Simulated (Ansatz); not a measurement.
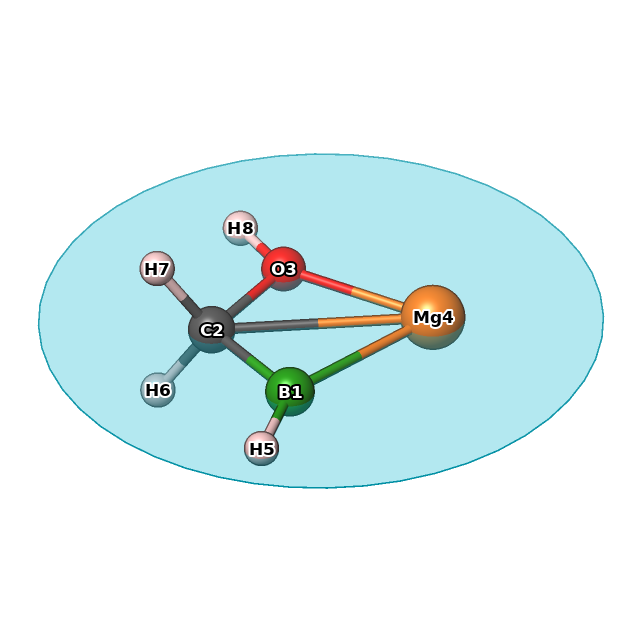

A disc through the centre of mass is drawn in. Distant atoms are faded towards the background colour. Charge +1, singlet. The geometry was computed by an optimisation with PBE0-D4/def2-TZVP. No frequency run is at hand to confirm it as a minimum.

**Is the plane of the disc a mirror plane of the structure?**

Yes. The reflection leaves B1, C2, O3, Mg4, H5, H8 in place and moves H6 ↔ H7. The point group is Cs.
